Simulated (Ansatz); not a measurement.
# Si₂H₆F₂ (built from SMILES F[SiH](F)[SiH3].[H][H]): search for a transition state, part 2 of 2

Ansatz 0.2.0, Gaussian basis; PBE0-D4.

## Step 7: Relaxing after a step of 0.30 Å one way along the mode

Input file downa/in.yaml:

```yaml
crystal:
  periodic: [false, false, false]
  atoms:
    - {symbol: Si, position_ang: [-0.718038, 1.049304, 0.290911]}
    - {symbol: Si, position_ang: [0.825641, -1.114020, -0.437057]}
    - {symbol: F, position_ang: [-2.118118, 0.874123, 1.108921]}
    - {symbol: F, position_ang: [-1.342522, 0.390011, -1.119032]}
    - {symbol: H, position_ang: [-0.089157, 2.193104, -0.262685]}
    - {symbol: H, position_ang: [0.362451, -0.145349, 0.738107]}
    - {symbol: H, position_ang: [0.019751, 1.062955, 1.617451]}
    - {symbol: H, position_ang: [-0.196789, -2.172052, -0.598389]}
    - {symbol: H, position_ang: [1.317100, -0.592607, -1.746812]}
    - {symbol: H, position_ang: [1.939582, -1.545568, 0.408485]}
basis:
  gaussian: {orbitals: def2-TZVP}
hamiltonian: {xc: pbe0, dispersion: d4}
relax: {f_tol: 0.005, max_steps: 200}
```

Command:

```console
$ ansatz run in.yaml --threads 4 --pin off --events-out ev --progress --plain --max-ram 9574MiB
```

Standard output, cut to the lines that bear on the results:

```text
Functional definition: PBE0
  name "PBE0"
  cite "Adamo & Barone, J. Chem. Phys. 110, 6158 (1999) doi:10.1063/1.478522"
  cite "Perdew, Burke & Ernzerhof, Phys. Rev. Lett. 77, 3865 (1996) doi:10.1103/PhysRevLett.77.3865"
  parent pbe
[...]
1112 factors; their error is unknown
[...]
mean field -21278.44254416 eV, -781.9683404514 hartree, gradient 9.6e-6 eV, S^2 0.000000; 0 other end points of the search recorded, 0 dependent functions left out
[...]
Atom 6 at    -1.060642     0.870040     1.866992 Å, force     0.000050     0.000235    -0.000514 eV/Å
Atom 7 at     0.232079    -2.452692    -0.284619 Å, force     0.000172     0.000052    -0.000319 eV/Å
Atom 8 at     1.153666    -0.822134    -1.838628 Å, force    -0.000038    -0.000535     0.000255 eV/Å
Atom 9 at     2.629485    -2.079908    -0.379069 Å, force     0.000389    -0.000231    -0.000582 eV/Å
Dipole moment:     0.257717     0.001745     0.131989 e Å
```

Wall time 53 s (4 threads of Arm Neoverse V1, shared host).

Step by step: (the energy doesn't fall at every step)

```
step  energy from step 1 (eV)  largest force component (eV/Å)
   1                   0.0000                          2.1146
   2                  -0.5559                          1.3101
   3                  -0.8655                          1.3177
   4                  -1.1485                          1.7521
   5                  -1.4956                          1.8949
   6                  -1.7775                          1.6896
   7                  -1.9671                          1.2790
   8                  -2.0751                          1.0211
   9                  -2.1189                          0.1033
  10                  -2.1225                          0.1333
  11                  -2.1265                          0.0471
  12                  -2.1287                          0.0094
  13                  -2.1262                          0.4050
  14                  -2.1302                          0.0117
  15                  -2.1312                          0.1762
  16                  -2.1321                          0.1078
  17                  -2.1342                          0.0337
  18                  -2.1355                          0.2570
  19                  -2.1378                          0.1007
  20                  -2.1400                          0.0535
  21                  -2.1399                          0.1698
  22                  -2.1401                          0.0811
  23                  -2.1414                          0.0528
  24                  -2.1416                          0.0240
  25                  -2.1417                          0.0078
  26                  -2.1417                          0.0041
  27                  -2.1417                          0.0020
```

Distances of close pairs at the start and the end, largest changes first:

```
   bond  before (Å)  after (Å)  change (Å)
 Si1–H6       1.672      3.040      +1.369
 Si2–H6       1.592      1.488      -0.104
 Si1–F4       1.677      1.588      -0.089
 Si1–H5       1.418      1.474      +0.056
 Si1–F3       1.631      1.586      -0.045
 Si1–H7       1.518      1.474      -0.044
Si2–H10       1.464      1.485      +0.021
 Si2–H9       1.493      1.483      -0.010
```

## Step 8: Relaxing after a step of 0.30 Å the other way along the mode

Input file downb/in.yaml:

```yaml
crystal:
  periodic: [false, false, false]
  atoms:
    - {symbol: Si, position_ang: [-0.759551, 0.807773, 0.091398]}
    - {symbol: Si, position_ang: [0.748140, -1.074757, -0.475820]}
    - {symbol: F, position_ang: [-2.014748, 0.853293, 1.034925]}
    - {symbol: F, position_ang: [-1.491545, 0.455293, -1.264427]}
    - {symbol: H, position_ang: [-0.078074, 2.164164, -0.154138]}
    - {symbol: H, position_ang: [0.401356, 0.312900, 1.123456]}
    - {symbol: H, position_ang: [0.174125, 0.875717, 1.633105]}
    - {symbol: H, position_ang: [-0.183265, -2.221574, -0.626899]}
    - {symbol: H, position_ang: [1.308816, -0.645732, -1.767611]}
    - {symbol: H, position_ang: [1.894647, -1.527177, 0.405911]}
basis:
  gaussian: {orbitals: def2-TZVP}
hamiltonian: {xc: pbe0, dispersion: d4}
relax: {f_tol: 0.005, max_steps: 200}
```

Command:

```console
$ ansatz run in.yaml --threads 4 --pin off --events-out ev --progress --plain --max-ram 9574MiB
```

Standard output:

```text
[... 5 set-up lines as earlier in the session ...]
  parameter a = 0.25
  parameter kappa = 0.804
  parameter beta = 0.06672455060314922
  exchange = (1 - a)*pbe_x(kappa = kappa, mu = beta*pi^2/3) + a*exact_x
  correlation = pbe_c(beta = beta)
1112 factors; their error is unknown
mean field evaluation 1: about -21275.9517 eV, gradient 4.2e1 eV
mean field evaluation 2: about -21273.0796 eV, gradient 6.4e1 eV
mean field evaluation 4: about -21278.4444 eV, gradient 1.5e0 eV
mean field evaluation 8: about -21278.4501 eV, gradient 1.2e-2 eV
mean field evaluation 16: about -21278.5353 eV, gradient 5.7e-5 eV
mean field -21278.53534620 eV, -781.9717508637 hartree, gradient 5.7e-5 eV, S^2 0.000000; 0 other end points of the search recorded, 0 dependent functions left out
the calculation of the forces begins
reference -21278.53537926 eV, -781.9717520784 hartree; 26, 26 occupied and 146, 146 virtual orbitals, 1112 factors
relax step   1: F+E_penalty+E_count = -21278.69546898 eV  Δ(F+E_penalty+E_count) = +0.000e0 eV  max|allowed force component| = 2.310e0 eV/Å  Δτ_max = 0.0000 Å  (25 SCF iters, accepted)
these checks for a lower state are left out or cut short: starts, cluster_reference, orbital_swaps, neighbouring_geometries, increment
1112 factors; their error is unknown
mean field -21279.24642196 eV, -781.9978824158 hartree, gradient 2.6e-5 eV, S^2 0.000000; 0 other end points of the search recorded, 0 dependent functions left out
the calculation of the forces begins
reference -21279.24645492 eV, -781.9978836270 hartree; 26, 26 occupied and 146, 146 virtual orbitals, 1112 factors
relax step   2: F+E_penalty+E_count = -21279.40654808 eV  Δ(F+E_penalty+E_count) = -7.111e-1 eV  max|allowed force component| = 1.763e0 eV/Å  Δτ_max = 0.1989 Å  (33 SCF iters, accepted)
these checks for a lower state are left out or cut short: starts, cluster_reference, orbital_swaps, neighbouring_geometries, increment
1112 factors; their error is unknown
mean field evaluation 32: about -21279.7318 eV, gradient 2.6e-5 eV
mean field -21279.73180236 eV, -782.0157198164 hartree, gradient 2.6e-5 eV, S^2 0.000000; 0 other end points of the search recorded, 0 dependent functions left out
the calculation of the forces begins
reference -21279.73183518 eV, -782.0157210226 hartree; 26, 26 occupied and 146, 146 virtual orbitals, 1112 factors
relax step   3: F+E_penalty+E_count = -21279.89366807 eV  Δ(F+E_penalty+E_count) = -4.871e-1 eV  max|allowed force component| = 1.408e0 eV/Å  Δτ_max = 0.1949 Å  (33 SCF iters, accepted)
[... from here on, the SCF cycles and remarks between the steps are left out ...]
relax step   4: F+E_penalty+E_count = -21280.17178624 eV  Δ(F+E_penalty+E_count) = -2.781e-1 eV  max|allowed force component| = 1.255e0 eV/Å  Δτ_max = 0.1948 Å  (29 SCF iters, accepted)
relax step   5: F+E_penalty+E_count = -21280.32416059 eV  Δ(F+E_penalty+E_count) = -1.524e-1 eV  max|allowed force component| = 9.960e-1 eV/Å  Δτ_max = 0.1918 Å  (29 SCF iters, accepted)
relax step   6: F+E_penalty+E_count = -21280.39787067 eV  Δ(F+E_penalty+E_count) = -7.371e-2 eV  max|allowed force component| = 7.002e-1 eV/Å  Δτ_max = 0.1939 Å  (29 SCF iters, accepted)
relax step   7: F+E_penalty+E_count = -21280.44177597 eV  Δ(F+E_penalty+E_count) = -4.391e-2 eV  max|allowed force component| = 1.018e-1 eV/Å  Δτ_max = 0.2000 Å  (28 SCF iters, accepted)
relax step   8: F+E_penalty+E_count = -21280.45254773 eV  Δ(F+E_penalty+E_count) = -1.077e-2 eV  max|allowed force component| = 6.514e-2 eV/Å  Δτ_max = 0.0967 Å  (26 SCF iters, accepted)
relax step   9: F+E_penalty+E_count = -21280.45933362 eV  Δ(F+E_penalty+E_count) = -6.786e-3 eV  max|allowed force component| = 2.126e-1 eV/Å  Δτ_max = 0.1637 Å  (28 SCF iters, accepted)
relax step  10: F+E_penalty+E_count = -21280.46289811 eV  Δ(F+E_penalty+E_count) = -3.564e-3 eV  max|allowed force component| = 5.804e-2 eV/Å  Δτ_max = 0.0987 Å  (29 SCF iters, accepted)
relax step  11: F+E_penalty+E_count = -21280.46314329 eV  Δ(F+E_penalty+E_count) = -2.452e-4 eV  max|allowed force component| = 6.311e-2 eV/Å  Δτ_max = 0.0126 Å  (29 SCF iters, accepted)
relax step  12: F+E_penalty+E_count = -21280.46434084 eV  Δ(F+E_penalty+E_count) = -1.198e-3 eV  max|allowed force component| = 3.536e-2 eV/Å  Δτ_max = 0.0798 Å  (29 SCF iters, accepted)
relax step  13: F+E_penalty+E_count = -21280.46461771 eV  Δ(F+E_penalty+E_count) = -2.769e-4 eV  max|allowed force component| = 1.139e-1 eV/Å  Δτ_max = 0.0698 Å  (28 SCF iters, accepted)
relax step  14: F+E_penalty+E_count = -21280.46515734 eV  Δ(F+E_penalty+E_count) = -5.396e-4 eV  max|allowed force component| = 1.139e-1 eV/Å  Δτ_max = 0.0280 Å  (29 SCF iters, accepted)
relax step  15: F+E_penalty+E_count = -21280.46572689 eV  Δ(F+E_penalty+E_count) = -5.695e-4 eV  max|allowed force component| = 6.679e-2 eV/Å  Δτ_max = 0.0281 Å  (29 SCF iters, accepted)
relax step  16: F+E_penalty+E_count = -21280.46674635 eV  Δ(F+E_penalty+E_count) = -1.019e-3 eV  max|allowed force component| = 7.721e-3 eV/Å  Δτ_max = 0.0805 Å  (27 SCF iters, accepted)
relax step  17: F+E_penalty+E_count = -21280.46706886 eV  Δ(F+E_penalty+E_count) = -3.225e-4 eV  max|allowed force component| = 7.500e-2 eV/Å  Δτ_max = 0.0326 Å  (29 SCF iters, accepted)
relax step  18: F+E_penalty+E_count = -21280.45879942 eV  Δ(F+E_penalty+E_count) = +8.269e-3 eV  max|allowed force component| = 7.382e-1 eV/Å  Δτ_max = 0.0855 Å  (27 SCF iters, rejected (line search))
relax step  19: F+E_penalty+E_count = -21280.46767952 eV  Δ(F+E_penalty+E_count) = -6.107e-4 eV  max|allowed force component| = 4.163e-3 eV/Å  Δτ_max = 0.0427 Å  (28 SCF iters, accepted)
relax step  20: F+E_penalty+E_count = -21280.46788375 eV  Δ(F+E_penalty+E_count) = -2.042e-4 eV  max|allowed force component| = 3.506e-2 eV/Å  Δτ_max = 0.0236 Å  (29 SCF iters, accepted)
relax step  21: F+E_penalty+E_count = -21280.46748889 eV  Δ(F+E_penalty+E_count) = +3.949e-4 eV  max|allowed force component| = 2.262e-1 eV/Å  Δτ_max = 0.0446 Å  (28 SCF iters, rejected (line search))
relax step  22: F+E_penalty+E_count = -21280.46811647 eV  Δ(F+E_penalty+E_count) = -2.327e-4 eV  max|allowed force component| = 1.165e-2 eV/Å  Δτ_max = 0.0223 Å  (28 SCF iters, accepted)
relax step  23: F+E_penalty+E_count = -21280.46658380 eV  Δ(F+E_penalty+E_count) = +1.533e-3 eV  max|allowed force component| = 3.443e-1 eV/Å  Δτ_max = 0.0733 Å  (27 SCF iters, rejected (line search))
relax step  24: F+E_penalty+E_count = -21280.46817251 eV  Δ(F+E_penalty+E_count) = -5.604e-5 eV  max|allowed force component| = 2.337e-2 eV/Å  Δτ_max = 0.0134 Å  (22 SCF iters, accepted)
relax step  25: F+E_penalty+E_count = -21280.46828405 eV  Δ(F+E_penalty+E_count) = -1.115e-4 eV  max|allowed force component| = 7.035e-2 eV/Å  Δτ_max = 0.0366 Å  (28 SCF iters, accepted)
relax step  26: F+E_penalty+E_count = -21280.46830926 eV  Δ(F+E_penalty+E_count) = -2.521e-5 eV  max|allowed force component| = 5.230e-2 eV/Å  Δτ_max = 0.0098 Å  (29 SCF iters, accepted)
relax step  27: F+E_penalty+E_count = -21280.46846939 eV  Δ(F+E_penalty+E_count) = -1.601e-4 eV  max|allowed force component| = 1.873e-3 eV/Å  Δτ_max = 0.0110 Å  (23 SCF iters, accepted)
relax step  28: F+E_penalty+E_count = -21280.46848521 eV  Δ(F+E_penalty+E_count) = -1.581e-5 eV  max|allowed force component| = 9.687e-3 eV/Å  Δτ_max = 0.0098 Å  (22 SCF iters, accepted)
relax step  29: F+E_penalty+E_count = -21280.46849434 eV  Δ(F+E_penalty+E_count) = -9.127e-6 eV  max|allowed force component| = 8.781e-3 eV/Å  Δτ_max = 0.0089 Å  (22 SCF iters, accepted)
these checks for a lower state are left out or cut short: starts, cluster_reference, orbital_swaps, neighbouring_geometries, increment
1112 factors; their error is unknown
mean field -21280.31754337 eV, -782.0372454015 hartree, gradient 8.3e-5 eV, S^2 0.000000; 0 other end points of the search recorded, 0 dependent functions left out
the calculation of the forces begins
reference -21280.31757806 eV, -782.0372466763 hartree; 26, 26 occupied and 146, 146 virtual orbitals, 1112 factors
relax step  30: F+E_penalty+E_count = -21280.46849912 eV  Δ(F+E_penalty+E_count) = -4.785e-6 eV  max|allowed force component| = 3.896e-3 eV/Å  Δτ_max = 0.0051 Å  (19 SCF iters, accepted)
1112 factors; their error is unknown
mean field evaluation 224: about -21280.3175 eV, gradient 1.5e-1 eV
mean field -21280.31754337 eV, -782.0372454015 hartree, gradient 8.3e-5 eV, S^2 0.000000; 1 other end points of the search recorded, 0 dependent functions left out
the calculation of the forces begins
reference -21280.31757806 eV, -782.0372466763 hartree; 26, 26 occupied and 146, 146 virtual orbitals, 1112 factors
Total energy: -21280.46853381 eV, -782.0427941979 hartree
Atom 0 at    -0.866003     0.659176    -0.494691 Å, force     0.000128    -0.000727    -0.001935 eV/Å
Atom 1 at     0.559443    -1.176635    -0.785925 Å, force     0.000580    -0.000046    -0.000494 eV/Å
Atom 2 at    -1.748698     0.451311     0.816390 Å, force    -0.001528    -0.000101     0.001845 eV/Å
Atom 3 at    -1.876968     0.739055    -1.724065 Å, force     0.000490    -0.000022     0.000450 eV/Å
Atom 4 at    -0.208994     1.981947    -0.379798 Å, force     0.000660     0.000380     0.000018 eV/Å
Atom 5 at     1.139077     1.054729     2.499455 Å, force    -0.003896    -0.000708     0.000751 eV/Å
Atom 6 at     0.407526     0.965425     2.619739 Å, force     0.003725     0.000532    -0.000731 eV/Å
Atom 7 at    -0.239308    -2.425430    -0.881685 Å, force    -0.000155     0.000584     0.000279 eV/Å
Atom 8 at     1.340645    -0.985005    -2.036072 Å, force    -0.000101    -0.000316    -0.000089 eV/Å
Atom 9 at     1.493181    -1.264671     0.366551 Å, force     0.000097     0.000425    -0.000094 eV/Å
Dipole moment:     0.342631    -0.052923    -0.012207 e Å
```

Wall time 60 s (4 threads of Arm Neoverse V1, shared host).

Relaxation path: (the energy doesn't fall at every step)

```
step  energy from step 1 (eV)  largest force component (eV/Å)
   1                   0.0000                          2.3101
   2                  -0.7111                          1.7627
   3                  -1.1982                          1.4076
   4                  -1.4763                          1.2550
   5                  -1.6287                          0.9960
   6                  -1.7024                          0.7002
   7                  -1.7463                          0.1018
   8                  -1.7571                          0.0651
   9                  -1.7639                          0.2126
  10                  -1.7674                          0.0580
  11                  -1.7677                          0.0631
  12                  -1.7689                          0.0354
  13                  -1.7691                          0.1139
  14                  -1.7697                          0.1139
  15                  -1.7703                          0.0668
  16                  -1.7713                          0.0077
  17                  -1.7716                          0.0750
  18                  -1.7633                          0.7382
  19                  -1.7722                          0.0042
  20                  -1.7724                          0.0351
  21                  -1.7720                          0.2262
  22                  -1.7726                          0.0117
  23                  -1.7711                          0.3443
  24                  -1.7727                          0.0234
  25                  -1.7728                          0.0703
  26                  -1.7728                          0.0523
  27                  -1.7730                          0.0019
  28                  -1.7730                          0.0097
  29                  -1.7730                          0.0088
  30                  -1.7730                          0.0039
```

Close pairs (by a distance rule), those that changed most:

```
   bond  before (Å)  after (Å)  change (Å)
 Si1–H6       1.630      3.625      +1.995
Si1–Si2       2.478      2.342      -0.135
 Si1–H5       1.538      1.481      -0.056
  H6–H7       0.793      0.747      -0.046
Si2–H10       1.515      1.486      -0.030
 Si1–F3       1.571      1.594      +0.023
 Si2–H9       1.472      1.487      +0.014
 Si1–F4       1.581      1.594      +0.013
```

## Step 9: What the saddle joins

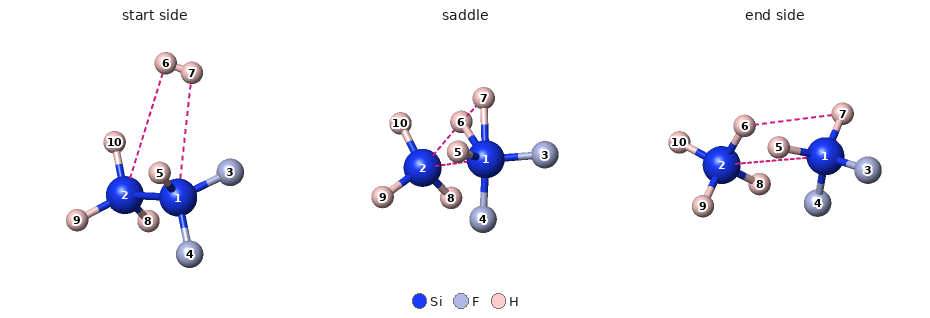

The minimum on the start side, the saddle and the minimum on the end side; broken lines join the pairs that change, where they aren't drawn as bonds.

```
   pair  start side (Å)  saddle (Å)  end side (Å)
 Si1–H7           3.379       1.660         1.474
 Si2–H6           4.014       1.865         1.488
Si1–Si2           2.342       2.615         3.977
  H6–H7           0.747       1.161         2.891
```

## Step 10: Outcome

What follows sums up all 2 parts.

```
                       quantity                                                       value
                 imaginary mode                                                  1266i cm⁻¹
    barrier from the start side                                               54.0 kcal/mol
      barrier from the end side                                               60.3 kcal/mol
             energy of the step                                               -6.3 kcal/mol
              pairs that change  Si1–H7 formed, Si2–H6 formed, Si1–Si2 broken, H6–H7 broken
zero-point energy at the saddle                                                    1.468 eV
```

What this shows: One imaginary mode, 1266i cm⁻¹, makes this a first-order saddle. It joins the planned start and end. At PBE0-D4/def2-TZVP the electronic barrier is 54.0 kcal/mol, about 91 kT at 298 K, and the step runs 6.3 kcal/mol downhill. The barrier is thin enough for tunnelling; the leading (Wigner) term alone is a factor of 2.6 at 298 K.
